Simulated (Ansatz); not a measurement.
# A hypothetical structure for H3Pt

This structure for H3Pt is made up. Its elements were placed in a known structure type with a cell scaled to their sizes. What cell does the guess relax to, and how far off was it?

Calculated with Ansatz 0.2.0; DFT, PBEsol, plane-wave PAW, files of the set soft_1, scalar-relativistic, no spin, cell and ions relaxed at zero pressure; PAW set soft_1, in the first sound run; inputs show where later runs differ.

### 1. Set-up

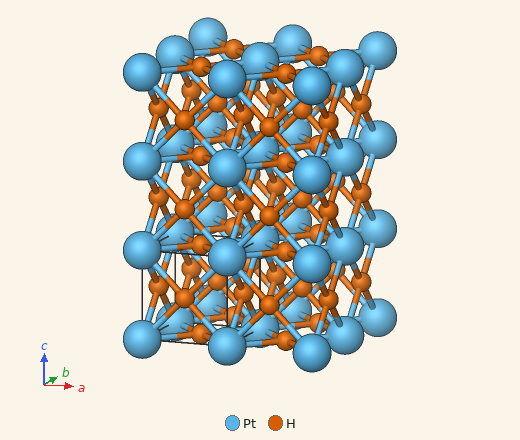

The cell as given, slightly off an axis (platinum blue, hydrogen orange). 2×2×3 cells are drawn. Some periodic images of atoms are drawn too.

### 2. Relaxation of the guess

The guess takes its coordinates from another compound and its volume from a rule, so the cell and any free coordinates are relaxed together.

input.yaml

```yaml
crystal:
  lattice:
    - [2.686, 0.0, 0.0]
    - [0.0, 2.686, 0.0]
    - [0.0, 0.0, 2.686]
  atoms:
    - { symbol: Pt, position: [0.0, 0.0, 0.0] }
    - { symbol: H, position: [0.5, 0.5, 0.0] }
    - { symbol: H, position: [0.5, 0.0, 0.5] }
    - { symbol: H, position: [0.0, 0.5, 0.5] }
kpoints:
  mp_grid: { grid: [10, 10, 10] }
scf:
  occupations: { method: fermi_dirac, width: 0.05 }
hamiltonian:
  xc: pbesol
  pseudopotentials: { kind: paw, azcp: { folder: soft_1 }, xc_functional: pbe }
relax:
  f_tol: 0.015
  max_steps: 70
  cell: {}
output:
  forces: true
  stress: true
```

Launch:

```bash
$ ansatz run input.yaml --threads 4 --pin off --max-ram 8192MiB --backend cpu --events-out ev --progress --plain --runs-dir out
```

Numbers of over 12 decimals in the logs are rounded to 6 here.

The program printed:

```text
Engine: ansatz 0.2.0, aarch64-unknown-linux-gnu
Pseudopotentials: kind: paw
Pseudopotential: Pt, paw, valence charge 18, recommended cutoff 420 eV (normal), soft_1/Pt.paw.azcp
Pseudopotential: H, paw, valence charge 1, recommended cutoff 420 eV (normal), soft_1/H.paw.azcp
Functional definition: PBEsol
  exchange = pbesol_x
  correlation = pbesol_c
Crystal: 4 atoms, lattice volume = 19.378 Å³
Basis set: ecut = 420 eV, 389 PW (Γ), exchange–correlation on 36×36×36 points (8 copies of the dense FFT grid, shifted against one another)
Bands: 15, of which v1, the nominal top of the filled ones, is band 11 counted from 1 (10 counted from 0)
Symmetry: 48 space group operations
Space group: Pm-3m (ITA 221), of the structure as read, at distance tolerance 2.7e-5 Å
k-points: 56 of 1000
Non-local potential: Pt, projectors of the file, l = 0: 3, l = 1: 2, l = 2: 2, l = 3: 1
Non-local potential: H, projectors of the file, l = 0: 2, l = 1: 1
PAW form: soft (Blöchl's): semilocal exchange-correlation on the pseudo side does not see the compensation charge
PAW frozen core: Pt, regenerated for the run's functional, and the local potential with it (the file was generated under x = pbe(κ = 0.804, μ = 0.219515), c = pbe(β = 0.066725))
PAW one-centre angular grid: Pt, 590 points (default); XC on 64 Gauss nodes
PAW one-centre angular grid: H, 110 points (default); XC on 64 Gauss nodes
Initial density: superposition of atomic densities (chi_scale 0.1, normalization cell, long waves kept (reshape's long-wave potential 0.00 eV rms))
Initial wavefunctions: pseudopotential atomic-orbital guess
Functional: x = pbesol(κ = 0.804, μ = 0.123457), c = pbesol(β = 0.046)
SCF iter   1: F=—  HF=-12429.907336 eV  |F-HF|=—  |Δ(HF+E_count)|=         —  Δρ=1.05e-1  dr2=2.19e0  ethr=3.10e-3  ⟨swp⟩=5.2  Hψ=4067  notcnv=0
preconditioner: auto → none  [metal: Δε(μ)=0.032 eV  Ē_g=13.790 eV  σ=0.050 eV  W_gap=0.16  n_scr=6 (ndim 8)  ℏωp=30.4 eV  f_vac=0.000  D(μ)=1.61/eV (n_scr^D=18)  sad-step TF]
SCF iter   2: F=—  HF=-12429.581284 eV  |F-HF|=—  |Δ(HF+E_count)|=   3.26e-1  Δρ=6.70e-2  dr2=8.98e-1  ethr=3.10e-3  ⟨swp⟩=2.0  Hψ=1509  notcnv=0  defer=10
SCF iter   3: F=—  HF=-12429.342573 eV  |F-HF|=—  |Δ(HF+E_count)|=   2.39e-1  Δρ=1.07e-2  dr2=2.32e-2  ethr=3.10e-3  ⟨swp⟩=2.1  Hψ=1312  notcnv=0  defer=11
SCF iter   4: F=—  HF=-12429.336851 eV  |F-HF|=—  |Δ(HF+E_count)|=   5.72e-3  Δρ=1.40e-3  dr2=2.79e-4  ethr=1.11e-4  ⟨swp⟩=2.1  Hψ=1506  notcnv=0  defer=13
SCF iter   5: F=—  HF=-12429.336819 eV  |F-HF|=—  |Δ(HF+E_count)|=   3.24e-5  Δρ=1.34e-4  dr2=2.57e-6  ethr=1.33e-6  ⟨swp⟩=2.2  Hψ=1099  notcnv=0  defer=13
SCF iter   6: F=—  HF=-12429.336785 eV  |F-HF|=—  |Δ(HF+E_count)|=   3.36e-5  Δρ=1.06e-5  dr2=2.07e-8  ethr=4.76e-10  ⟨swp⟩=4.8  Hψ=2878  notcnv=0
SCF iter   7: F=-12429.336785 eV  HF=-12429.336785 eV  |F-HF|=1.46e-11  |Δ(HF+E_count)|=   5.13e-9  Δρ=3.82e-7  dr2=2.24e-11  ethr=9.88e-11  ⟨swp⟩=2.0  Hψ=2588  notcnv=0
SCF 1 converged in 7 iterations: F = -12429.336785 eV  dr2 = 2.24e-11
  greatest PAW one-centre occupation: 1.000 electrons in one spin orbital (limit 2), on the Pt atom at site 0 (counted from 0), in its partial waves of l = 0
relax step   1: F+E_penalty+E_count = -12429.33678522 eV  Δ(F+E_penalty+E_count) = +0.000e0 eV  max|allowed force component| = 3.102e-30 eV/Å  Δτ_max = 0.0000 Å  P = +94.944 GPa  Ω = 19.378 Å³  (7 SCF iters, dr2 threshold 1.00e-7 eV, accepted)
Crystal: 4 atoms, lattice volume = 22.353 Å³
Basis set: ecut = 420 eV, 461 PW (Γ), exchange–correlation on 36×36×36 points (8 copies of the dense FFT grid, shifted against one another)
Initial density: handed on by an earlier stage of this run
Initial wavefunctions: those handed on with the density
iter 1 solved again at ethr=3.57e-4 eV; its pass at ethr=3.10e-3 eV (dr2=7.50e-2 eV) is discarded
SCF iter   1: F=—  HF=-12430.464316 eV  |F-HF|=—  |Δ(HF+E_count)|=         —  Δρ=2.07e-2  dr2=7.55e-2  ethr=3.57e-4  ⟨swp⟩=1.0  Hψ=5415  notcnv=0
preconditioner: auto → none  [metal: Δε(μ)=0.055 eV  Ē_g=12.702 eV  σ=0.050 eV  W_gap=0.26  n_scr=6 (ndim 8)  ℏωp=28.3 eV  f_vac=0.001  D(μ)=0.94/eV (n_scr^D=6)]
SCF iter   2: F=—  HF=-12430.450369 eV  |F-HF|=—  |Δ(HF+E_count)|=   1.39e-2  Δρ=1.03e-2  dr2=1.68e-2  ethr=3.57e-4  ⟨swp⟩=2.0  Hψ=1066  notcnv=0
SCF iter   3: F=—  HF=-12430.446595 eV  |F-HF|=—  |Δ(HF+E_count)|=   3.77e-3  Δρ=5.88e-4  dr2=6.30e-5  ethr=8.01e-5  ⟨swp⟩=2.0  Hψ=1097  notcnv=0
SCF iter   4: F=—  HF=-12430.446559 eV  |F-HF|=—  |Δ(HF+E_count)|=   3.62e-5  Δρ=1.29e-4  dr2=1.81e-6  ethr=3.00e-7  ⟨swp⟩=2.2  Hψ=1250  notcnv=0
iter 5 did not close the SCF: its close was put off for the readings that it lacked (scf_convergence_deferred on its scf_iter line)
SCF iter   5: F=-12430.446559 eV  HF=-12430.446559 eV  |F-HF|=7.32e-9  |Δ(HF+E_count)|=   1.25e-7  Δρ=2.08e-5  dr2=2.63e-8  ethr=8.61e-9  ⟨swp⟩=2.6  Hψ=1332  notcnv=0
SCF iter   6: F=-12430.446559 eV  HF=-12430.446559 eV  |F-HF|=1.44e-10  |Δ(HF+E_count)|=   1.24e-8  Δρ=1.72e-6  dr2=1.62e-10  ethr=1.25e-10  ⟨swp⟩=1.0  Hψ=2499  notcnv=0
SCF 2 converged in 6 iterations: F = -12430.446559 eV  dr2 = 1.62e-10
relax step   2: F+E_penalty+E_count = -12430.44655932 eV  Δ(F+E_penalty+E_count) = -1.110e0 eV  max|allowed force component| = 1.515e-31 eV/Å  Δτ_max = 0.0000 Å  P = +31.871 GPa  Ω = 22.353 Å³  energy of the carried Pulay correction = -5.267e-3 eV  (6 SCF iters, dr2 threshold 4.00e-7 eV, accepted)
Crystal: 4 atoms, lattice volume = 24.227 Å³
iter 1 solved again at ethr=9.63e-5 eV; its pass at ethr=3.10e-3 eV (dr2=2.02e-2 eV) is discarded
SCF iter   1: F=—  HF=-12430.675527 eV  |F-HF|=—  |Δ(HF+E_count)|=         —  Δρ=9.75e-3  dr2=2.04e-2  ethr=9.63e-5  ⟨swp⟩=1.0  Hψ=5309  notcnv=0
preconditioner: auto → none  [metal: Δε(μ)=0.074 eV  Ē_g=11.884 eV  σ=0.050 eV  W_gap=0.33  n_scr=6 (ndim 8)  ℏωp=27.2 eV  f_vac=0.000  D(μ)=0.83/eV (n_scr^D=6)]
SCF iter   2: F=—  HF=-12430.671692 eV  |F-HF|=—  |Δ(HF+E_count)|=   3.84e-3  Δρ=4.80e-3  dr2=4.34e-3  ethr=9.63e-5  ⟨swp⟩=1.2  Hψ=851  notcnv=0
SCF iter   3: F=—  HF=-12430.670685 eV  |F-HF|=—  |Δ(HF+E_count)|=   1.01e-3  Δρ=4.08e-4  dr2=3.84e-5  ethr=2.07e-5  ⟨swp⟩=1.2  Hψ=849  notcnv=0
SCF iter   4: F=—  HF=-12430.670724 eV  |F-HF|=—  |Δ(HF+E_count)|=   3.96e-5  Δρ=6.97e-5  dr2=4.36e-7  ethr=1.83e-7  ⟨swp⟩=2.1  Hψ=1128  notcnv=0
iter 5 did not close the SCF: its close was put off for the readings that it lacked (scf_convergence_deferred on its scf_iter line)
SCF iter   5: F=-12430.670724 eV  HF=-12430.670724 eV  |F-HF|=2.08e-9  |Δ(HF+E_count)|=   1.68e-7  Δρ=9.08e-6  dr2=5.34e-9  ethr=2.08e-9  ⟨swp⟩=2.5  Hψ=1259  notcnv=0
SCF iter   6: F=-12430.670724 eV  HF=-12430.670724 eV  |F-HF|=1.64e-11  |Δ(HF+E_count)|=   3.00e-9  Δρ=5.71e-7  dr2=1.74e-11  ethr=2.54e-11  ⟨swp⟩=1.0  Hψ=2537  notcnv=0
SCF 3 converged in 6 iterations: F = -12430.670724 eV  dr2 = 1.74e-11
relax step   3: F+E_penalty+E_count = -12430.67072433 eV  Δ(F+E_penalty+E_count) = -2.242e-1 eV  max|allowed force component| = 1.700e-31 eV/Å  Δτ_max = 0.0000 Å  P = +8.427 GPa  Ω = 24.227 Å³  energy of the carried Pulay correction = -8.220e-3 eV  (6 SCF iters, dr2 threshold 4.00e-7 eV, accepted)
Crystal: 4 atoms, lattice volume = 25.175 Å³
iter 1 solved again at ethr=1.68e-5 eV; its pass at ethr=3.10e-3 eV (dr2=3.53e-3 eV) is discarded
SCF iter   1: F=—  HF=-12430.692984 eV  |F-HF|=—  |Δ(HF+E_count)|=         —  Δρ=4.28e-3  dr2=4.31e-3  ethr=1.68e-5  ⟨swp⟩=1.0  Hψ=5176  notcnv=0
preconditioner: auto → none  [metal: Δε(μ)=0.049 eV  Ē_g=11.520 eV  σ=0.050 eV  W_gap=0.23  n_scr=6 (ndim 8)  ℏωp=26.7 eV  f_vac=0.000  D(μ)=0.82/eV (n_scr^D=6)]
SCF iter   2: F=—  HF=-12430.692162 eV  |F-HF|=—  |Δ(HF+E_count)|=   8.22e-4  Δρ=2.09e-3  dr2=8.90e-4  ethr=1.68e-5  ⟨swp⟩=1.0  Hψ=842  notcnv=0
SCF iter   3: F=—  HF=-12430.691954 eV  |F-HF|=—  |Δ(HF+E_count)|=   2.08e-4  Δρ=1.87e-4  dr2=8.42e-6  ethr=4.24e-6  ⟨swp⟩=1.1  Hψ=847  notcnv=0
SCF iter   4: F=—  HF=-12430.692073 eV  |F-HF|=—  |Δ(HF+E_count)|=   1.19e-4  Δρ=3.32e-5  dr2=1.15e-7  ethr=1.90e-9  ⟨swp⟩=3.0  Hψ=3180  notcnv=0
iter 5 did not close the SCF: its close was put off for the readings that it lacked (scf_convergence_deferred on its scf_iter line)
SCF iter   5: F=-12430.692073 eV  HF=-12430.692073 eV  |F-HF|=2.02e-10  |Δ(HF+E_count)|=   2.96e-8  Δρ=3.61e-6  dr2=1.32e-9  ethr=5.46e-10  ⟨swp⟩=2.5  Hψ=1187  notcnv=0
SCF iter   6: F=-12430.692073 eV  HF=-12430.692073 eV  |F-HF|=1.82e-12  |Δ(HF+E_count)|=  2.98e-10  Δρ=3.61e-7  dr2=9.29e-12  ethr=6.28e-12  ⟨swp⟩=1.0  Hψ=2516  notcnv=0
SCF 4 converged in 6 iterations: F = -12430.692073 eV  dr2 = 9.29e-12
relax step   4: F+E_penalty+E_count = -12430.69207319 eV  Δ(F+E_penalty+E_count) = -2.135e-2 eV  max|allowed force component| = 2.784e-31 eV/Å  Δτ_max = 0.0000 Å  P = -0.454 GPa  Ω = 25.175 Å³  energy of the carried Pulay correction = -9.619e-3 eV  (6 SCF iters, dr2 threshold 4.00e-7 eV, accepted)
Crystal: 4 atoms, lattice volume = 25.122 Å³
iter 1 solved again at ethr=4.99e-8 eV; its pass at ethr=3.10e-3 eV (dr2=1.05e-5 eV) is discarded
SCF iter   1: F=—  HF=-12430.692107 eV  |F-HF|=—  |Δ(HF+E_count)|=         —  Δρ=2.29e-4  dr2=1.25e-5  ethr=4.99e-8  ⟨swp⟩=2.0  Hψ=4973  notcnv=0
preconditioner: auto → none  [metal: Δε(μ)=0.066 eV  Ē_g=11.505 eV  σ=0.050 eV  W_gap=0.30  n_scr=6 (ndim 8)  ℏωp=26.7 eV  f_vac=0.000  D(μ)=0.85/eV (n_scr^D=6)]
SCF iter   2: F=—  HF=-12430.692225 eV  |F-HF|=—  |Δ(HF+E_count)|=   1.18e-4  Δρ=1.11e-4  dr2=2.47e-6  ethr=4.99e-8  ⟨swp⟩=1.0  Hψ=842  notcnv=0
iter 3 did not close the SCF: its close was put off for the readings that it lacked (scf_convergence_deferred on its scf_iter line)
SCF iter   3: F=-12430.692224 eV  HF=-12430.692224 eV  |F-HF|=4.26e-8  |Δ(HF+E_count)|=   6.03e-7  Δρ=1.41e-5  dr2=5.16e-8  ethr=1.18e-8  ⟨swp⟩=1.1  Hψ=847  notcnv=0
iter 4 did not close the SCF: its close was put off for the readings that it lacked (scf_convergence_deferred on its scf_iter line)
SCF iter   4: F=-12430.692224 eV  HF=-12430.692224 eV  |F-HF|=1.46e-10  |Δ(HF+E_count)|=   1.60e-8  Δρ=2.18e-6  dr2=4.10e-10  ethr=2.46e-10  ⟨swp⟩=2.6  Hψ=1288  notcnv=0
iter 5 did not close the SCF: its close was put off for the readings that it lacked (scf_convergence_deferred on its scf_iter line)
SCF iter   5: F=-12430.692224 eV  HF=-12430.692224 eV  |F-HF|=7.28e-12  |Δ(HF+E_count)|=  3.64e-11  Δρ=2.75e-7  dr2=9.04e-12  ethr=1.95e-12  ⟨swp⟩=1.7  Hψ=1025  notcnv=0
SCF iter   6: F=-12430.692224 eV  HF=-12430.692224 eV  |F-HF|=3.64e-12  |Δ(HF+E_count)|=  3.64e-12  Δρ=1.72e-8  dr2=3.05e-14  ethr=1.00e-12  ⟨swp⟩=1.0  Hψ=1904  notcnv=0
SCF 5 converged in 6 iterations: F = -12430.692224 eV  dr2 = 3.05e-14
relax step   5: F+E_penalty+E_count = -12430.69222443 eV  Δ(F+E_penalty+E_count) = -1.512e-4 eV  max|allowed force component| = 1.348e-30 eV/Å  Δτ_max = 0.0000 Å  P = -0.003 GPa  Ω = 25.122 Å³  energy of the carried Pulay correction = -9.543e-3 eV  (6 SCF iters, dr2 threshold 4.00e-7 eV, accepted)
Basis set: ecut = 420 eV, 461 PW (Γ), exchange–correlation on 40×40×40 points (8 copies of the dense FFT grid, shifted against one another)
Initial wavefunctions: pseudopotential atomic-orbital guess (no wavefunctions were taken with the density)
iter 1 solved again at ethr=4.10e-7 eV; its pass at ethr=3.10e-3 eV (dr2=8.60e-5 eV) is discarded
SCF iter   1: F=—  HF=-12430.706796 eV  |F-HF|=—  |Δ(HF+E_count)|=         —  Δρ=3.17e-3  dr2=8.41e-5  ethr=4.10e-7  ⟨swp⟩=2.7  Hψ=5914  notcnv=0
preconditioner: auto → none  [metal: Δε(μ)=0.066 eV  Ē_g=11.504 eV  σ=0.050 eV  W_gap=0.30  n_scr=6 (ndim 8)  ℏωp=26.7 eV  f_vac=0.000  D(μ)=0.85/eV (n_scr^D=6)]
SCF iter   2: F=—  HF=-12430.708446 eV  |F-HF|=—  |Δ(HF+E_count)|=   1.65e-3  Δρ=1.59e-3  dr2=2.19e-5  ethr=4.00e-7  ⟨swp⟩=1.2  Hψ=852  notcnv=0
SCF iter   3: F=—  HF=-12430.708949 eV  |F-HF|=—  |Δ(HF+E_count)|=   5.03e-4  Δρ=5.54e-5  dr2=6.20e-7  ethr=1.05e-7  ⟨swp⟩=2.2  Hψ=980  notcnv=0
SCF iter   4: F=—  HF=-12430.708951 eV  |F-HF|=—  |Δ(HF+E_count)|=   2.04e-6  Δρ=6.37e-6  dr2=5.96e-9  ethr=2.95e-9  ⟨swp⟩=2.5  Hψ=1329  notcnv=0
SCF iter   5: F=—  HF=-12430.708951 eV  |F-HF|=—  |Δ(HF+E_count)|=  2.00e-10  Δρ=3.21e-6  dr2=9.77e-10  ethr=2.84e-11  ⟨swp⟩=1.3  Hψ=965  notcnv=0
SCF iter   6: F=-12430.708951 eV  HF=-12430.708951 eV  |F-HF|=2.73e-11  |Δ(HF+E_count)|=  7.62e-10  Δρ=3.76e-7  dr2=3.04e-11  ethr=1.00e-12  ⟨swp⟩=3.0  Hψ=3232  notcnv=0
SCF 6 converged in 6 iterations: F = -12430.708951 eV  dr2 = 3.04e-11
relax step   6: F+E_penalty+E_count = -12430.70895082 eV  Δ(F+E_penalty+E_count) = -1.673e-2 eV  max|allowed force component| = 6.368e-31 eV/Å  Δτ_max = 0.0000 Å  P = +0.632 GPa  Ω = 25.122 Å³  stress off target by 6.32e-1 GPa  SCF on the basis re-selected at this cell (its energy is not comparable with the rows above)  (6 SCF iters)
basis re-selected at this cell: Δ(F+E_penalty+E_count) = -1.673e-2 eV, ΔP = +0.635 GPa vs the last step (what re-selecting the basis moved, of the pressure what is left beyond the Pulay correction that the steps carried, after the strain that the cell walked since its last selection, with what the two solves' SCF thresholds leave and, on support functions, any second-order correction that the steps lacked; it is no measure of the basis error at this ecutwfc). The dense FFT grid was sized anew with the basis: this SCF ran on 20×20×20 points, the steps before it on 18×18×18, so part of this shift can come from that change (see relax.cell in the input reference). [rest of the remark cut]
Crystal: 4 atoms, lattice volume = 25.196 Å³
iter 1 solved again at ethr=9.58e-8 eV; its pass at ethr=3.10e-3 eV (dr2=2.01e-5 eV) is discarded
SCF iter   1: F=—  HF=-12430.709035 eV  |F-HF|=—  |Δ(HF+E_count)|=         —  Δρ=3.15e-4  dr2=2.47e-5  ethr=9.58e-8  ⟨swp⟩=2.0  Hψ=5045  notcnv=0
preconditioner: auto → none  [metal: Δε(μ)=0.065 eV  Ē_g=11.478 eV  σ=0.050 eV  W_gap=0.29  n_scr=6 (ndim 8)  ℏωp=26.7 eV  f_vac=0.000  D(μ)=0.85/eV (n_scr^D=6)]
SCF iter   2: F=—  HF=-12430.709008 eV  |F-HF|=—  |Δ(HF+E_count)|=   2.71e-5  Δρ=1.51e-4  dr2=4.65e-6  ethr=9.58e-8  ⟨swp⟩=1.0  Hψ=841  notcnv=0
iter 3 did not close the SCF: its close was put off for the readings that it lacked (scf_convergence_deferred on its scf_iter line)
SCF iter   3: F=-12430.709007 eV  HF=-12430.709007 eV  |F-HF|=1.10e-7  |Δ(HF+E_count)|=   1.09e-6  Δρ=2.22e-5  dr2=1.34e-7  ethr=2.21e-8  ⟨swp⟩=1.1  Hψ=846  notcnv=0
iter 4 did not close the SCF: its close was put off for the readings that it lacked (scf_convergence_deferred on its scf_iter line)
SCF iter   4: F=-12430.709007 eV  HF=-12430.709007 eV  |F-HF|=2.73e-10  |Δ(HF+E_count)|=   3.86e-8  Δρ=3.02e-6  dr2=7.96e-10  ethr=6.36e-10  ⟨swp⟩=2.5  Hψ=1268  notcnv=0
iter 5 did not close the SCF: its close was put off for the readings that it lacked (scf_convergence_deferred on its scf_iter line)
SCF iter   5: F=-12430.709007 eV  HF=-12430.709007 eV  |F-HF|=1.82e-12  |Δ(HF+E_count)|=  1.86e-10  Δρ=4.39e-7  dr2=2.27e-11  ethr=3.79e-12  ⟨swp⟩=2.1  Hψ=1135  notcnv=0
SCF iter   6: F=-12430.709007 eV  HF=-12430.709007 eV  |F-HF|=1.82e-12  |Δ(HF+E_count)|=  3.64e-12  Δρ=2.89e-8  dr2=1.37e-13  ethr=1.00e-12  ⟨swp⟩=1.0  Hψ=1904  notcnv=0
SCF 7 converged in 6 iterations: F = -12430.709007 eV  dr2 = 1.37e-13
relax step   7: F+E_penalty+E_count = -12430.70900657 eV  Δ(F+E_penalty+E_count) = -5.575e-5 eV  max|allowed force component| = 2.059e-31 eV/Å  Δτ_max = 0.0000 Å  P = +0.027 GPa  Ω = 25.196 Å³  energy of the carried Pulay correction = -9.541e-5 eV  (6 SCF iters, dr2 threshold 4.00e-7 eV, accepted)
iter 1 solved again at ethr=6.48e-9 eV; its pass at ethr=3.10e-3 eV (dr2=1.36e-6 eV) is discarded
SCF iter   1: F=—  HF=-12430.709070 eV  |F-HF|=—  |Δ(HF+E_count)|=         —  Δρ=4.74e-6  dr2=8.40e-10  ethr=6.48e-9  ⟨swp⟩=3.5  Hψ=6474  notcnv=0
preconditioner: auto → none  [metal: Δε(μ)=0.066 eV  Ē_g=11.477 eV  σ=0.050 eV  W_gap=0.29  n_scr=6 (ndim 8)  ℏωp=26.7 eV  f_vac=0.000  D(μ)=0.85/eV (n_scr^D=6)]
SCF iter   2: F=—  HF=-12430.709048 eV  |F-HF|=—  |Δ(HF+E_count)|=   2.24e-5  Δρ=2.28e-6  dr2=1.92e-10  ethr=4.00e-12  ⟨swp⟩=2.3  Hψ=1470  notcnv=0
iter 3 did not close the SCF: its close was put off for the readings that it lacked (scf_convergence_deferred on its scf_iter line)
SCF iter   3: F=-12430.709048 eV  HF=-12430.709048 eV  |F-HF|=1.09e-11  |Δ(HF+E_count)|=  2.91e-10  Δρ=2.49e-7  dr2=7.03e-12  ethr=1.00e-12  ⟨swp⟩=2.7  Hψ=1471  notcnv=0
iter 4 did not close the SCF: its close was put off for the readings that it lacked (scf_convergence_deferred on its scf_iter line)
SCF iter   4: F=-12430.709048 eV  HF=-12430.709048 eV  |F-HF|=3.64e-12  |Δ(HF+E_count)|=  7.28e-12  Δρ=7.72e-8  dr2=3.49e-13  ethr=1.00e-12  ⟨swp⟩=1.0  Hψ=840  notcnv=0
iter 5 did not close the SCF: its close was put off for the readings that it lacked (scf_convergence_deferred on its scf_iter line)
SCF iter   5: F=-12430.709048 eV  HF=-12430.709048 eV  |F-HF|=1.82e-12  |Δ(HF+E_count)|=  5.46e-12  Δρ=2.48e-8  dr2=3.87e-14  ethr=1.00e-12  ⟨swp⟩=1.0  Hψ=840  notcnv=0
iter 6 did not close the SCF: its close was put off for the readings that it lacked (scf_convergence_deferred on its scf_iter line)
SCF iter   6: F=-12430.709048 eV  HF=-12430.709048 eV  |F-HF|=7.28e-12  |Δ(HF+E_count)|=  5.46e-12  Δρ=5.24e-9  dr2=2.22e-15  ethr=1.00e-12  ⟨swp⟩=1.0  Hψ=840  notcnv=0
SCF iter   7: F=-12430.709048 eV  HF=-12430.709048 eV  |F-HF|=5.46e-12  |Δ(HF+E_count)|=  5.46e-12  Δρ=1.79e-9  dr2=3.76e-16  ethr=1.00e-12  ⟨swp⟩=1.0  Hψ=1904  notcnv=0
SCF 8 converged in 7 iterations: F = -12430.709048 eV  dr2 = 3.76e-16
relax step   8: F+E_penalty+E_count = -12430.70904776 eV  Δ(F+E_penalty+E_count) = -4.119e-5 eV  max|allowed force component| = 1.027e-31 eV/Å  Δτ_max = 0.0000 Å  P = +0.025 GPa  Ω = 25.196 Å³  stress off target by 2.55e-2 GPa  SCF on the basis re-selected at this cell (its energy is not comparable with the rows above)  (7 SCF iters)
basis re-selected at this cell: Δ(F+E_penalty+E_count) = -4.119e-5 eV, ΔP = -0.002 GPa vs the last step (what re-selecting the basis moved, of the pressure what is left beyond the Pulay correction that the steps carried, after the strain that the cell walked since its last selection, with what the two solves' SCF thresholds leave and, on support functions, any second-order correction that the steps lacked; it is no m [...]
SCF converged after 7 iterations
Free energy (F): -12430.709048 eV
Harris-Foulkes:  -12430.709048 eV  (|F-HF|=5.46e-12)
Internal energy: -12430.701846 eV  (E = F + TS)
E sigma→0 (E₀):  -12430.705447 eV
Entropy (-TS):   -0.007202 eV (-1.800 meV/atom)
Fermi energy:    16.009603 eV
--- Per-component energies (eV) ---
  E_band       = -254.185909
  E_kinetic    = 634.348483
  E_local      = -1985.745116  (includes V_loc(G=0)·N_el)
  E_nonlocal   = 209.129700
  E_hartree    = 757.269234
  E_xc         = -257.005182
  E_vxc        = -304.842460  (∫ρ·V_xc dr)
  E_paw        = -9347.303643  (= ΣΔE_a)
  E_vpaw       = -321.613426  (= ΣTr[D̂ρ^β])
  E_aug_tail   = -0.001557  (compensation charges beyond the density's cutoff)
  E_ewald      = -2441.680796
  E_core_change = 0.287031  (= ΣΔE_core)
  E_smearing   = -0.007202  (= −TS)
  E_closure    = 0.000000  (closes the sum)
  Σ components = -12430.709048   (vs F -12430.709048, Δ=0.00e0)
--- Forces (eV/Å), atoms counted from 1 ---
  atom   1  Pt    -0.00000000    -0.00000000    -0.00000000
  atom   2  H     -0.00000000    -0.00000000    -0.00000000
  atom   3  H      0.00000000    -0.00000000     0.00000000
  atom   4  H      0.00000000     0.00000000     0.00000000
  max |Σ_I F_I| component: 1.75e-31 eV/Å
--- Stress (GPa, compression-positive) ---
        0.025471      -0.000000      -0.000000
        0.000000       0.025471      -0.000000
       -0.000000      -0.000000       0.025471
  P = ⅓ Tr σ = 0.0255 GPa (0.255 kbar)
--- Relaxed structure (6 steps of the walk, 6 accepted, 2 SCFs on fresh bases) ---
  F+E_penalty+E_count = -12430.70904776 eV   max|allowed force component| = 1.027e-31 eV/Å   (the final SCF, on the basis selected at the relaxed cell)
  cell:  # Å, volume = 25.1956 Å³
    - [2.931624, 0, 0]
    - [0, 2.931624, 0]
    - [0, 0, 2.931624]
  atoms:
    - { symbol: Pt, position: [0, 0, 0] }
    - { symbol: H, position: [0.5, 0.5, 0] }
    - { symbol: H, position: [0.5, 0, 0.5] }
    - { symbol: H, position: [0, 0.5, 0.5] }
```

It took 3 s on 4 threads of Arm Neoverse V1, shared host; peak memory 0.31 GiB; 9.3 s of CPU time.

[end of part 1 of 2]

[Logs are printed without paths, hosts, clocks, repeated set-up lines and the standing remarks that a program may print on its own settings, such as how far it seeks lower states.]

[Hosts, paths, dates, database ids (printed as entryN), source tags and the programs' standing remarks are cut or masked in the printed files.]
